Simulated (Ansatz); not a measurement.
**A computed series for Rh: response to strain**

The reference is Rh in the fcc (Cu type) structure (space group Fm-3m, No. 225; a = 3.8000 Å). Axes: x, y, z lie along the cube axes.

Strains are applied to the cell and any free atomic positions relax; under biaxial strain the out-of-plane vector relaxes too.

Calculations: Ansatz (a quantum-chemistry and plane-wave program), r2SCAN, PAW, cutoff 500 eV, without spin-orbit coupling.

Notes on the quantities. pressure: mean of the normal stresses, compression positive.

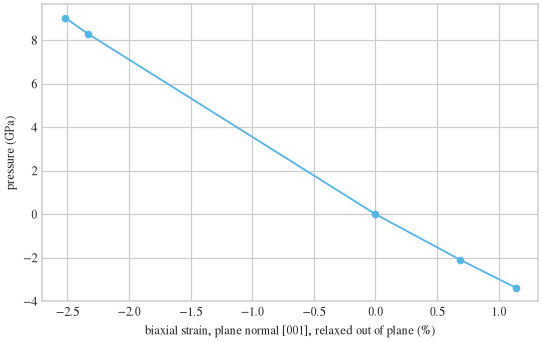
Pressure against biaxial strain, plane normal [001], relaxed out of plane

```csv
"biaxial strain, plane normal [001], relaxed out of plane (%)",pressure
-2.52,9.0 GPa
-2.33,8.3 GPa
0.69,-2.1 GPa
1.14,-3.4 GPa
```

Without a gap, meshes like the base's 21×21×21 leave anisotropic stresses uncertain by several tenths of a GPa, and small strain energies with them. Stability against distortions was not tested. The final runs are not spin-polarised.
